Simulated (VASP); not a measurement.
Band structure of ZnS (wurtzite). All values below come from PBE GGA with D3 dispersion (zero damping), VASP's PBE PAW potentials (set 64) (plane waves; VASP).

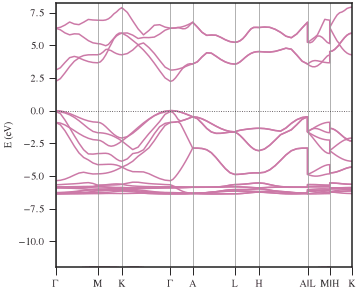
Bands along high-symmetry lines, zero at the valence-band maximum or, without a gap, the Fermi level

Q: Read the plot: is there a gap, and where are the band edges?

A: The gap is direct, 2.23 eV, from the valence maximum at Γ to the conduction minimum at Γ. (Edges off the drawn lines would not show.)

Measured: gap 3.91 eV (computed value off by -1.68 eV), as given by Mehmet Aras et al., The Journal of Chemical Physics (2014), arXiv:1312.4272.

The compound is ZnS in the wurtzite structure, the high-temperature form. It was relaxed first.
